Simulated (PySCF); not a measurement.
## A study: C$_{3}$H$_{3}$, charge −1, SMILES `[CH-]1C=C1`

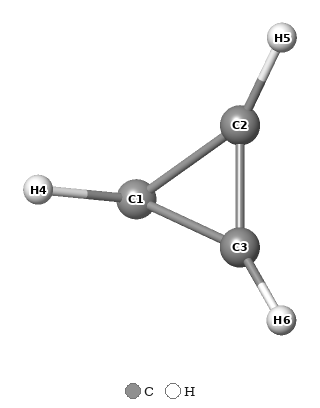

The molecule, with its atoms numbered as below. No frequency check shows the geometry to be a minimum.

Coordinates in Å:

```
C1      -0.9710    0.0006   -0.1832
C2       0.4311    0.6503   -0.0151
C3       0.4301   -0.6508   -0.0152
H4      -1.4920    0.0007    0.9217
H5       1.0764    1.5055    0.1796
H6       1.0741   -1.5070    0.1795
```

Part 1: Bonding charge

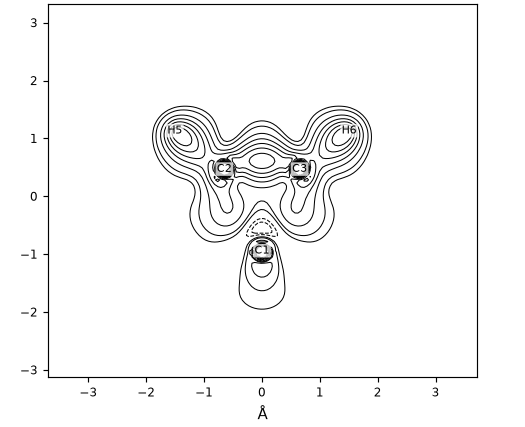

Deformation density (molecule less spherical, spin-averaged free atoms) in the plane of C1, C2, C3, H5 and H6; contours at ±0.05 to ±0.8 e/Å³; solid lines: gain, dashed lines: loss.

Computed with PySCF, PBE0/6-31+G*, geometry: GFN2-xTB. The highest occupied Kohn–Sham orbital has positive energy, a self-interaction fault of such functionals for anions. This is a single-reference result, which may miss multireference character in this system.

Question: How much density has each bond in this plane gained at its critical point, relative to the free atoms?

Answer: C2–C3: +0.65 e/Å³ at the bond critical point (bond length 1.30 Å). C3–H6 and C2–H5: +0.60 e/Å³ at the bond critical point (bond length 1.09 Å). C1–C3 and C1–C2: +0.18 e/Å³ at the bond critical point (bond length 1.55 Å). In all, 1.8 electrons gather in the regions of gain relative to the promolecule of neutral atoms (this includes the anion's extra charge).

Part 2: Electrostatic potential

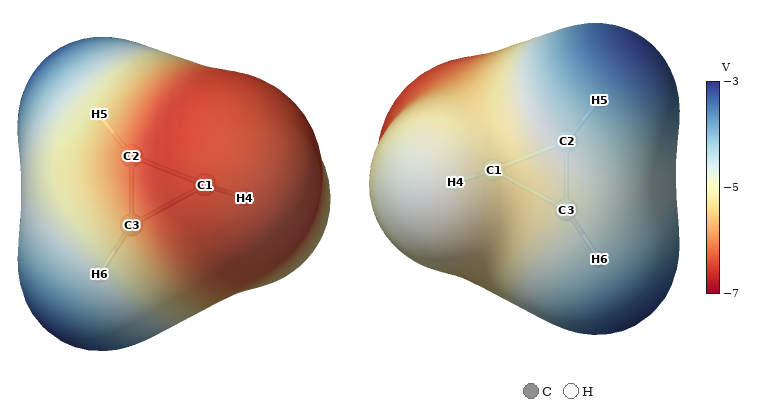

Electrostatic potential on the surface of electron density 0.001 a.u. (back view left, front view right).

Question: Where are the extremes of the potential on the surface?

Answer: Highest: −3.13 V, 1.4 Å from H5, and at like points elsewhere. Further maxima include −4.61 V, 1.6 Å from H4; −6.34 V, 2.7 Å from C1. Lowest: −6.56 V, 2.3 Å from C1. Further minima include −5.11 V, 1.7 Å from H4. The surface is sampled at points, so like sites can differ by a few per cent and only the strongest of them is named.

Question: What volume does the surface enclose?

Answer: About 83 Å³.

Part 3: In an electric field

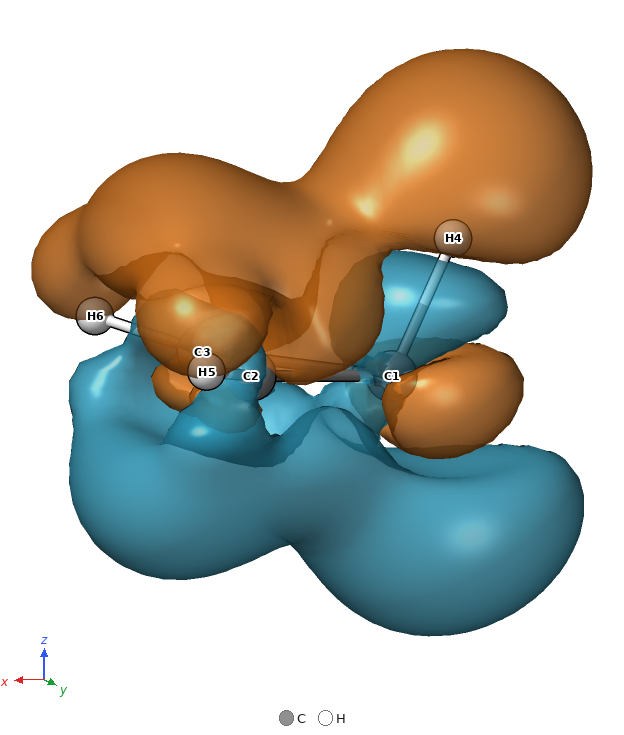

Change of the electron density in a uniform field of 0.15 V/Å, surfaces at ±0.0008 e/Å³ (light blue: gain, orange: loss).

Method: HF/def2-SVPD; geometry: GFN2-xTB; program: PySCF.

Question: Along which Cartesian direction does the field point?

Answer: Along +z: electrons gather on the −z side, against the field.

Question: What dipole is induced, and what polarisability does it imply?

Answer: The induced dipole is 0.33 D (along the field); α along this axis, from the fields in both directions, is 43 bohr³ (6.4 Å³).

Question: Which atoms gain and lose the most charge?

Answer: Electrons gather most on C1 (Hirshfeld charge changes by −0.010 e) and leave H4 most (+0.010 e); 0.033 electrons are displaced in all.
